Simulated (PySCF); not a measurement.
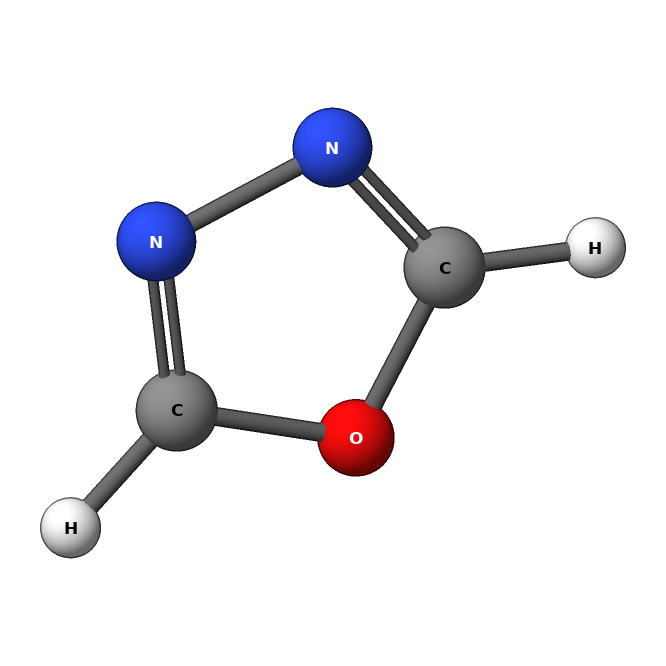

Double and triple bonds are drawn as two and three sticks.

The computed structure is the end point of a PBE0-D3(BJ)/def2-SVP optimisation. No frequency run is at hand to confirm it as a minimum.

Count the atoms of each element.

Answer. C₂H₂N₂O, 7 atoms: 2 carbon, 2 hydrogen, 2 nitrogen and 1 oxygen.

How many bonds of each kind are drawn?

Answer. 2 C–N, 2 C–O, 2 C–H, 1 N–N.

Write the SMILES.

Answer. c1nnco1

Describe its rings.

Answer. Independent rings (smallest set): 1 of 5 members, 1 of them aromatic.

The parts below concern this one geometry. Atoms keep their numbers from picture to picture.

### Geometry

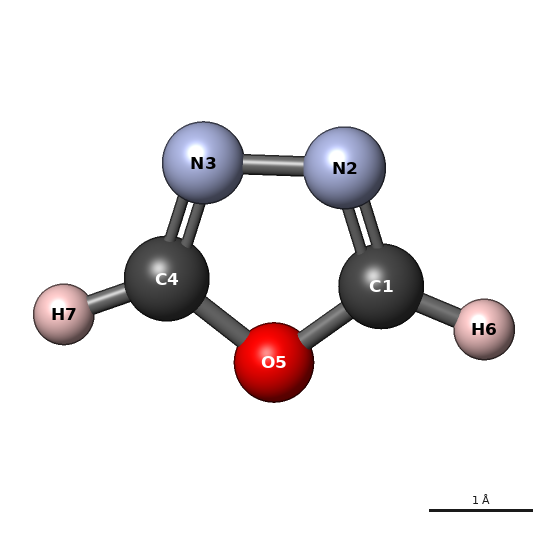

Atoms carry their numbers in the input. No frequency run is at hand to confirm it as a minimum.

List the bonds and their lengths.

```tsv
bond	length (Å)	order
C1–N2	1.287	aromatic
C1–O5	1.345	aromatic
C1–H6	1.088	single
N2–N3	1.376	aromatic
N3–C4	1.287	aromatic
C4–O5	1.345	aromatic
C4–H7	1.088	single
```

### Spin–spin coupling

No frequency run is at hand to confirm it as a minimum. Level of theory: B3LYP/pcJ-1 indirect spin-spin coupling, non-relativistic, gas phase (PySCF 2.14.0). Isotopes: 13C, 1H, 15N, 17O.

Give the spin–spin coupling constants of these pairs, with the number of bonds between them: C4/H7, N2/O5, N2/H6, O5/H7, C1/H7, N3/H6, C4/H6.

```
  pair  bonds apart  J (Hz)
C4, H7            1   245.7
N2, O5            2    −3.2
N2, H6            2   −15.1
O5, H7            2   −27.0
C1, H7            3     5.7
N3, H6            3    −1.9
C4, H6            3     5.7
```

### NMR shielding

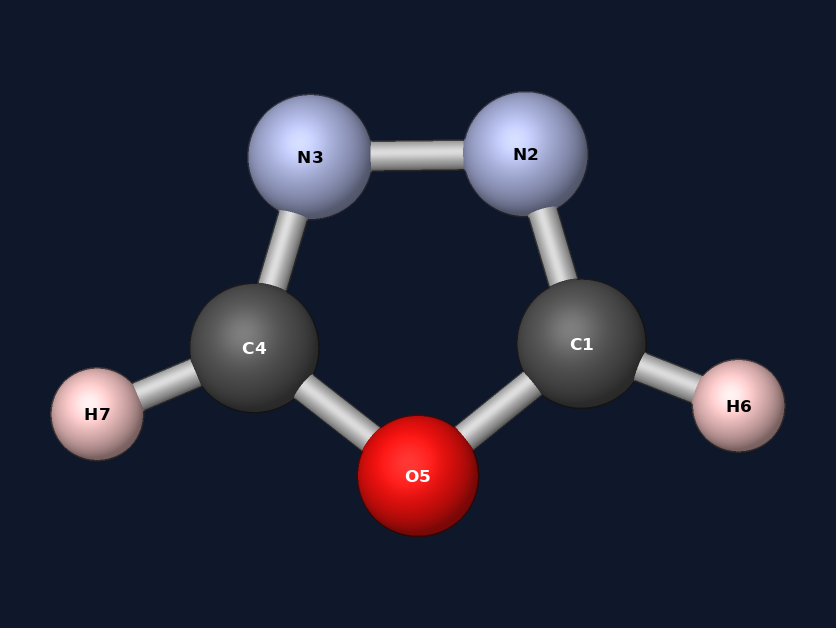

No frequency run is at hand to confirm it as a minimum. Level of theory: GIAO mPW1PW91/pcSseg-2 NMR shielding, non-relativistic, gas phase (PySCF 2.14.0). Principal shieldings σ11 ≤ σ22 ≤ σ33, span Ω = σ33 − σ11, skew κ = 3(σiso − σ22)/Ω.

Give the shielding tensors of the O atoms.

```
atom    σ11    σ22    σ33  σiso      Ω     κ
  O5  −97.3  −90.1  185.9  −0.5  283.2  0.95
```

Shieldings and span in ppm.

### Levels of theory compared

No frequency run is at hand to confirm it as a minimum. Program: PySCF 2.14.0.

Compare dipole (D), HOMO energy (eV), HOMO–LUMO gap (eV) at these levels: B3LYP/pcJ-1; CAM-B3LYP/def2-SVPD; PBE0/pcSseg-1; mPW1PW91/pcSseg-2.

```
              level  dipole (D)  HOMO energy (eV)  HOMO–LUMO gap (eV)
        B3LYP/pcJ-1        3.26             −8.02                7.15
CAM-B3LYP/def2-SVPD        3.26             −9.81               10.23
      PBE0/pcSseg-1        3.31             −8.34                7.73
  mPW1PW91/pcSseg-2        3.27             −8.39                7.69
```
